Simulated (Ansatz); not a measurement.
**Molecular dynamics of CH7AlO (part 4 of 4)**

The same run, continued: CH7AlO; RKS PBE0-D4/6-31G* (Ansatz 0.2.0). It belongs to a series of runs on one base structure; here: dynamics from the highest image of the converged band.

Geometry of the input (Å):
```
Al 0.1475  -0.2707  -0.2063
H  -0.6308  -0.0740  1.4023
H  1.4975  0.5589  -0.2514
H  -0.9789  -0.2755  -1.3300
O  0.2904  -1.9264  0.6529
C  -0.5070  -3.0376  0.2814
H  -0.1455  -3.4476  -0.6677
H  -0.4283  -3.8104  1.0522
H  -1.5630  -2.7592  0.1596
H  -0.3162  -1.0555  1.3516
```

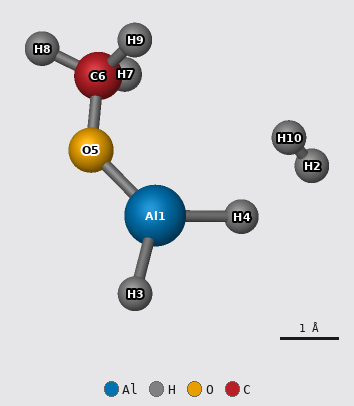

Fig. 1: The geometry at step 158 of the log (ball-and-stick view, seen at a tilt; atoms are numbered from 1 in the order of the input).

## Trajectory as extended XYZ, continued
```
10
Properties=species:S:1:pos:R:3:forces:R:3 step=112 time_fs=56.0 energy=-9787.23799 temperature=729.1
Al    0.1976   -0.3717   -0.2229   -0.2655  -2.2691   0.6189
H    -2.1008    1.9248    2.6973   -0.0989   0.3647  -0.2864
H     1.2537    0.5776    0.3517    0.4485   0.7164   0.0537
H    -1.0721   -0.2736   -1.1656    0.0053   0.3114  -0.1220
O     0.4369   -2.0026    0.4463   -0.9836   0.3399  -0.6583
C    -0.5117   -3.0731    0.2637    0.7503   1.0107  -0.6024
H    -0.6081   -3.3796   -0.7944    0.1817   0.0845   0.1833
H    -0.2006   -3.9332    0.8365    0.2974  -0.3873   0.3006
H    -1.5059   -2.7985    0.5951   -0.4424   0.2021   0.2379
H    -1.9439    1.3556    3.1290    0.1069  -0.3733   0.2747
10
Properties=species:S:1:pos:R:3:forces:R:3 step=116 time_fs=58.0 energy=-9787.23278 temperature=724.0
Al    0.1978   -0.3695   -0.2213    0.1422  -2.0797   0.7171
H    -2.1689    2.0325    2.7512    0.0929  -0.3584   0.2870
H     1.2826    0.6074    0.3357    0.1015   0.3813  -0.0797
H    -1.0458   -0.2632   -1.1952   -0.0314   0.2964  -0.0904
O     0.4457   -2.0114    0.4360   -1.2108   0.3160  -0.6964
C    -0.5129   -3.0829    0.2642    0.8985   0.8939  -0.2830
H    -0.6475   -3.3915   -0.7777    0.3532   0.0363  -0.2227
H    -0.1963   -3.9507    0.8324    0.2692  -0.2040   0.2095
H    -1.5069   -2.8228    0.5939   -0.5298   0.3676   0.4563
H    -2.0230    1.4593    3.2240   -0.0855   0.3505  -0.2977
10
Properties=species:S:1:pos:R:3:forces:R:3 step=121 time_fs=60.5 energy=-9787.23418 temperature=725.2
Al    0.1983   -0.3709   -0.2178    0.6258  -1.5909   0.7205
H    -2.2500    2.1511    2.8316    0.0345  -0.1448   0.1246
H     1.3220    0.6627    0.3108   -0.3982  -0.1433  -0.2385
H    -1.0143   -0.2345   -1.2365    0.0025   0.2364   0.0219
O     0.4525   -2.0214    0.4207   -1.3353   0.3213  -0.6722
C    -0.5108   -3.0913    0.2640    0.2624   0.5136   0.4720
H    -0.6777   -3.4043   -0.7689    0.4292   0.0538  -0.3525
H    -0.1781   -3.9797    0.8362    0.0170   0.4385  -0.1791
H    -1.5301   -2.8352    0.6150    0.3904   0.1772   0.2368
H    -2.1255    1.6047    3.3289   -0.0283   0.1381  -0.1336
10
Properties=species:S:1:pos:R:3:forces:R:3 step=126 time_fs=63.0 energy=-9787.23162 temperature=723.1
Al    0.2002   -0.3758   -0.2128    0.7918  -1.1750   0.4959
H    -2.3294    2.2636    2.9167   -0.0813   0.4198  -0.4291
H     1.3390    0.7106    0.2725   -0.6205  -0.4596  -0.2341
H    -0.9826   -0.1919   -1.2763    0.0662   0.1378   0.1709
O     0.4544   -2.0301    0.4029   -1.2482   0.4319  -0.5527
C    -0.5073   -3.0969    0.2657   -0.1648   0.4154   0.2952
H    -0.6829   -3.4134   -0.7781    0.3696   0.1765   0.0764
H    -0.1578   -3.9857    0.8312   -0.0385   0.4771  -0.2052
H    -1.5328   -2.8368    0.6500    0.8394   0.0013  -0.0391
H    -2.2294    1.7559    3.4287    0.0863  -0.4252   0.4218
10
Properties=species:S:1:pos:R:3:forces:R:3 step=130 time_fs=65.0 energy=-9787.27839 temperature=767.9
Al    0.2029   -0.3817   -0.2080    0.6953  -0.9879   0.2112
H    -2.3955    2.3670    2.9710    0.0341  -0.1925   0.2053
H     1.3270    0.7305    0.2320   -0.5373  -0.4864  -0.1130
H    -0.9546   -0.1516   -1.3013    0.0794   0.0429   0.2624
O     0.4525   -2.0360    0.3872   -1.0261   0.6199  -0.4057
C    -0.5048   -3.0999    0.2681    0.0959   0.5983  -0.2846
H    -0.6712   -3.4136   -0.7841    0.1996   0.1955   0.3019
H    -0.1426   -3.9710    0.8190    0.1206  -0.0085   0.0727
H    -1.5018   -2.8371    0.6777    0.3680   0.0309  -0.0385
H    -2.3097    1.8631    3.5220   -0.0296   0.1877  -0.2117
10
Properties=species:S:1:pos:R:3:forces:R:3 step=135 time_fs=67.5 energy=-9787.30245 temperature=791.2
Al    0.2077   -0.3910   -0.2015    0.3497  -0.9406  -0.1884
H    -2.4767    2.4870    3.0494    0.0360  -0.2560   0.3036
H     1.2852    0.7307    0.1763   -0.1343  -0.2292   0.1409
H    -0.9158   -0.0994   -1.3185    0.0090  -0.0756   0.2930
O     0.4468   -2.0411    0.3661   -0.6143   0.8917  -0.1974
C    -0.5009   -3.1009    0.2698    0.9057   0.5964  -0.5437
H    -0.6473   -3.4043   -0.7772   -0.1287   0.0380   0.0727
H    -0.1167   -3.9549    0.8084    0.2327  -0.4221   0.2755
H    -1.4487   -2.8350    0.7117   -0.6234   0.1454   0.1525
H    -2.4113    2.0062    3.6277   -0.0324   0.2520  -0.3088
10
Properties=species:S:1:pos:R:3:forces:R:3 step=140 time_fs=70.0 energy=-9787.27951 temperature=769.2
Al    0.2132   -0.4025   -0.1955   -0.0867  -0.9380  -0.5449
H    -2.5562    2.5959    3.1401   -0.0353   0.3784  -0.5075
H     1.2362    0.7181    0.1293    0.4172   0.2054   0.4132
H    -0.8769   -0.0516   -1.3186   -0.1429  -0.1712   0.2255
O     0.4388   -2.0428    0.3444   -0.1665   1.0204   0.0119
C    -0.4929   -3.0991    0.2693    0.9207   0.1293   0.3060
H    -0.6309   -3.3931   -0.7668   -0.4058  -0.1657  -0.3020
H    -0.0790   -3.9594    0.8115   -0.0512  -0.0131  -0.0297
H    -1.4266   -2.8260    0.7524   -0.4876  -0.0639  -0.0760
H    -2.5144    2.1600    3.7208    0.0381  -0.3815   0.5036
10
Properties=species:S:1:pos:R:3:forces:R:3 step=144 time_fs=72.0 energy=-9787.24829 temperature=739.0
Al    0.2175   -0.4131   -0.1916   -0.2501  -0.6618  -0.7248
H    -2.6207    2.6944    3.1974    0.0029  -0.0332   0.0452
H     1.2128    0.7151    0.1084    0.6657   0.3790   0.5371
H    -0.8515   -0.0204   -1.3088   -0.2758  -0.2192   0.1342
O     0.4318   -2.0415    0.3270    0.1403   0.9238   0.1798
C    -0.4832   -3.0971    0.2696    0.2560  -0.2289   0.7278
H    -0.6340   -3.3902   -0.7692   -0.4453  -0.1787  -0.1387
H    -0.0500   -3.9652    0.8139   -0.2652   0.3181  -0.2569
H    -1.4297   -2.8209    0.7823    0.1721  -0.3296  -0.4552
H    -2.5957    2.2716    3.8104   -0.0005   0.0305  -0.0485
10
Properties=species:S:1:pos:R:3:forces:R:3 step=149 time_fs=74.5 energy=-9787.24134 temperature=732.3
Al    0.2225   -0.4276   -0.1881   -0.0519   0.2857  -0.8054
H    -2.7015    2.8149    3.2734    0.0038  -0.2891   0.4620
H     1.2177    0.7297    0.1107    0.4935   0.1045   0.5014
H    -0.8348    0.0068   -1.2897   -0.3771  -0.2434   0.0441
O     0.4236   -2.0369    0.3059    0.4186   0.5485   0.3860
C    -0.4702   -3.0956    0.2730   -0.4742  -0.4504   0.1251
H    -0.6606   -3.3953   -0.7765   -0.2498  -0.0473   0.3890
H    -0.0269   -3.9572    0.8043   -0.1694   0.1491  -0.1565
H    -1.4245   -2.8318    0.7958    0.4083  -0.3444  -0.4811
H    -2.6972    2.4136    3.9178   -0.0019   0.2870  -0.4647
10
Properties=species:S:1:pos:R:3:forces:R:3 step=153 time_fs=76.5 energy=-9787.25345 temperature=743.8
Al    0.2264   -0.4388   -0.1866    0.2237   1.2943  -0.8254
H    -2.7658    2.9010    3.3503    0.0071   0.1819  -0.3206
H     1.2431    0.7464    0.1340    0.1444  -0.3083   0.3669
H    -0.8372    0.0182   -1.2721   -0.3691  -0.2433   0.0293
O     0.4182   -2.0317    0.2900    0.5349   0.0732   0.5338
C    -0.4612   -3.0960    0.2762   -0.5860  -0.4442  -0.6086
H    -0.6932   -3.4020   -0.7682   -0.0220   0.0062   0.4463
H    -0.0156   -3.9444    0.7899    0.1128  -0.2870   0.1145
H    -1.4048   -2.8548    0.7868   -0.0402  -0.0892  -0.0549
H    -2.7786    2.5375    3.9875   -0.0056  -0.1836   0.3186
10
Properties=species:S:1:pos:R:3:forces:R:3 step=158 time_fs=79.0 energy=-9787.22712 temperature=718.5
Al    0.2317   -0.4500   -0.1863    0.3887   2.3657  -0.8625
H    -2.8457    3.0168    3.4313    0.0093   0.0827  -0.1650
H     1.2814    0.7497    0.1821   -0.2121  -0.6630   0.1711
H    -0.8595    0.0194   -1.2483   -0.2585  -0.2269   0.0748
O     0.4131   -2.0251    0.2720    0.5270  -0.6706   0.6706
C    -0.4524   -3.0986    0.2777   -0.2671  -0.5956  -0.6488
H    -0.7345   -3.4106   -0.7373    0.1687  -0.0648  -0.1036
H     0.0046   -3.9435    0.7779    0.2191  -0.3698   0.1834
H    -1.3850   -2.8869    0.7754   -0.5672   0.2262   0.5168
H    -2.8808    2.6839    4.0897   -0.0081  -0.0840   0.1634
10
Properties=species:S:1:pos:R:3:forces:R:3 step=163 time_fs=81.5 energy=-9787.22328 temperature=715.0
Al    0.2378   -0.4561   -0.1880    0.2708   2.8603  -0.8849
H    -2.9255    3.1365    3.5055   -0.0465  -0.2527   0.5641
H     1.3082    0.7150    0.2407   -0.3190  -0.6715   0.0232
H    -0.8970    0.0072   -1.2199   -0.0996  -0.1827   0.1318
O     0.4100   -2.0210    0.2565    0.4073  -1.3724   0.7293
C    -0.4451   -3.1042    0.2763   -0.4734  -0.8628   0.2803
H    -0.7663   -3.4231   -0.7123    0.2412  -0.1101  -0.5536
H     0.0358   -3.9613    0.7750   -0.0701   0.1581  -0.0998
H    -1.3928   -2.9075    0.7909    0.0420   0.1821   0.3750
H    -2.9830    2.8264    4.1985    0.0474   0.2517  -0.5653
10
Properties=species:S:1:pos:R:3:forces:R:3 step=167 time_fs=83.5 energy=-9787.25731 temperature=747.7
Al    0.2432   -0.4565   -0.1908    0.0113   2.6869  -0.8535
H    -2.9908    3.2237    3.5838    0.0142   0.0530  -0.1321
H     1.3166    0.6588    0.2892   -0.1993  -0.4282  -0.0221
H    -0.9318   -0.0105   -1.1917    0.0117  -0.1153   0.1435
O     0.4087   -2.0213    0.2460    0.3023  -1.6771   0.7131
C    -0.4410   -3.1116    0.2758   -0.8740  -0.8645   0.5145
H    -0.7815   -3.4372   -0.7132    0.3139   0.0087  -0.2951
H     0.0590   -3.9712    0.7696   -0.2163   0.3546  -0.2072
H    -1.3994   -2.9160    0.8197    0.6497   0.0358   0.0078
H    -3.0633    2.9489    4.2666   -0.0135  -0.0538   0.1311
10
Properties=species:S:1:pos:R:3:forces:R:3 step=172 time_fs=86.0 energy=-9787.30928 temperature=797.8
Al    0.2498   -0.4517   -0.1959   -0.4148   1.8015  -0.7367
H    -3.0714    3.3358    3.6731    0.0514   0.1305  -0.3787
H     1.3182    0.5679    0.3491    0.1516   0.0797   0.0298
H    -0.9745   -0.0383   -1.1491    0.0910   0.0105   0.0957
O     0.4080   -2.0272    0.2354    0.2256  -1.5486   0.6057
C    -0.4398   -3.1247    0.2772   -0.8403  -0.4629  -0.0571
H    -0.7837   -3.4537   -0.7274    0.3037   0.1648   0.2497
H     0.0776   -3.9672    0.7531   -0.0653  -0.0022  -0.0316
H    -1.3748   -2.9249    0.8561    0.5481  -0.0422  -0.1547
H    -3.1646    3.0990    4.3603   -0.0509  -0.1311   0.3780
10
Properties=species:S:1:pos:R:3:forces:R:3 step=177 time_fs=88.5 energy=-9787.31423 temperature=802.8
Al    0.2556   -0.4429   -0.2027   -0.6725   0.6502  -0.4768
H    -3.1501    3.4535    3.7471   -0.0956  -0.1704   0.5859
H     1.3287    0.4813    0.4107    0.4353   0.4841   0.0864
H    -1.0121   -0.0654   -1.1010    0.1015   0.1582  -0.0006
O     0.4082   -2.0389    0.2270    0.2240  -0.9481   0.4145
C    -0.4424   -3.1401    0.2783    0.0943  -0.0250  -0.5643
H    -0.7692   -3.4615   -0.7295    0.0175   0.1018   0.2478
H     0.0927   -3.9638    0.7349    0.1438  -0.4409   0.1658
H    -1.3216   -2.9355    0.8855   -0.3441   0.0201   0.1277
H    -3.2679    3.2433    4.4692    0.0960   0.1700  -0.5865
10
Properties=species:S:1:pos:R:3:forces:R:3 step=181 time_fs=90.5 energy=-9787.29821 temperature=787.1
Al    0.2591   -0.4347   -0.2089   -0.5385  -0.0535  -0.0892
H    -3.2161    3.5423    3.8250   -0.0171  -0.0228   0.0921
H     1.3541    0.4310    0.4633    0.3513   0.5097  -0.0229
H    -1.0379   -0.0807   -1.0623    0.0867   0.2630  -0.0794
O     0.4090   -2.0509    0.2214    0.2427  -0.3547   0.2365
C    -0.4443   -3.1526    0.2775    0.8733   0.0072  -0.1791
H    -0.7561   -3.4634   -0.7212   -0.3113  -0.0641  -0.1267
H     0.1096   -3.9775    0.7262    0.0057  -0.3049   0.0686
H    -1.2899   -2.9436    0.9131   -0.7101  -0.0024   0.1927
H    -3.3473    3.3642    4.5375    0.0174   0.0225  -0.0926
10
Properties=species:S:1:pos:R:3:forces:R:3 step=186 time_fs=93.0 energy=-9787.25762 temperature=748.0
Al    0.2626   -0.4246   -0.2168   -0.0882  -0.5903   0.5196
H    -3.2985    3.6529    3.9226    0.1147   0.1065  -0.5421
H     1.4025    0.3941    0.5260   -0.0636   0.2863  -0.3425
H    -1.0654   -0.0854   -1.0183    0.0888   0.3450  -0.1408
O     0.4108   -2.0669    0.2152    0.2263   0.2663   0.0401
C    -0.4431   -3.1683    0.2760    0.8100  -0.0737   0.6904
H    -0.7569   -3.4693   -0.7180   -0.4964  -0.1440  -0.2669
H     0.1292   -4.0086    0.7179   -0.3035   0.1258  -0.1556
H    -1.2838   -2.9552    0.9542   -0.1737  -0.2152  -0.3440
H    -3.4468    3.5156    4.6228   -0.1145  -0.1067   0.5418
10
Properties=species:S:1:pos:R:3:forces:R:3 step=191 time_fs=95.5 energy=-9787.20990 temperature=702.0
Al    0.2658   -0.4158   -0.2235    0.2457  -0.9629   0.9812
H    -3.3764    3.7679    3.9986   -0.1240  -0.0745   0.5193
H     1.4475    0.3744    0.5685   -0.4240   0.0888  -0.6177
H    -1.0874   -0.0699   -0.9824    0.1447   0.3582  -0.1471
O     0.4134   -2.0821    0.2092    0.1479   0.6646  -0.0902
C    -0.4380   -3.1844    0.2775    0.1117  -0.0630   0.3900
H    -0.7852   -3.4825   -0.7268   -0.2601   0.0229   0.2786
H     0.1326   -4.0342    0.7014   -0.2548   0.1630  -0.1464
H    -1.2888   -2.9788    0.9760    0.2888  -0.2714  -0.6483
H    -3.5508    3.6626    4.7296    0.1242   0.0743  -0.5196
10
Properties=species:S:1:pos:R:3:forces:R:3 step=195 time_fs=97.5 energy=-9787.20197 temperature=694.2
Al    0.2688   -0.4103   -0.2273    0.2789  -1.2286   1.1343
H    -3.4425    3.8578    4.0750   -0.0788  -0.0314   0.3037
H     1.4667    0.3634    0.5770   -0.5050   0.0479  -0.6863
H    -1.0988   -0.0421   -0.9600    0.2147   0.3231  -0.1252
O     0.4159   -2.0924    0.2041    0.0509   0.8389  -0.1491
C    -0.4333   -3.1974    0.2801   -0.2364   0.0971  -0.3792
H    -0.8196   -3.4928   -0.7244    0.0158   0.1305   0.5222
H     0.1247   -4.0484    0.6822    0.0450  -0.1116   0.0126
H    -1.2829   -3.0088    0.9677    0.1360  -0.0972  -0.3291
H    -3.6301    3.7823    4.7995    0.0789   0.0313  -0.3039
10
Properties=species:S:1:pos:R:3:forces:R:3 step=200 time_fs=100.0 energy=-9787.20647 temperature=698.7
Al    0.2729   -0.4059   -0.2299    0.0376  -1.5346   1.0535
H    -3.5274    3.9690    4.1796    0.1746   0.0316  -0.6108
H     1.4649    0.3529    0.5517   -0.3044   0.1503  -0.5532
H    -1.1013    0.0096   -0.9386    0.2840   0.2365  -0.0922
O     0.4192   -2.1026    0.1973   -0.1181   0.8811  -0.1860
C    -0.4283   -3.2132    0.2816   -0.0230   0.2204  -0.8449
H    -0.8616   -3.4992   -0.6964    0.1814   0.0847   0.0995
H     0.1181   -4.0725    0.6591    0.2850  -0.2450   0.1107
H    -1.2711   -3.0500    0.9435   -0.3425   0.2067   0.4127
H    -3.7271    3.9331    4.8777   -0.1745  -0.0317   0.6106
```
